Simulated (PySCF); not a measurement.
Bromotrifluoromethane, CBrF3, SMILES FC(F)(F)Br at its B3LYP/def2-SVP optimised geometry (Å):

```
5

F      0.8777    -0.3260     0.0000
C     -0.4476    -0.3260     0.0000
F     -0.8777    -0.9275    -1.0998
F     -0.8775     0.9275     0.0000
Br    -1.1151    -1.2595     1.5762
```

Level of theory: B3LYP/def2-TZVP run with PySCF 2.14.0.

Map of the log10 of the electron density (e/bohr³), floored at −4 on the plane z = 1.0 Å:

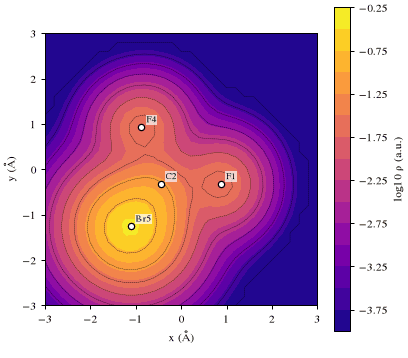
Fig. 1. Log10 of the electron density (e/bohr³), floored at −4 on the plane z = 1.0 Å.
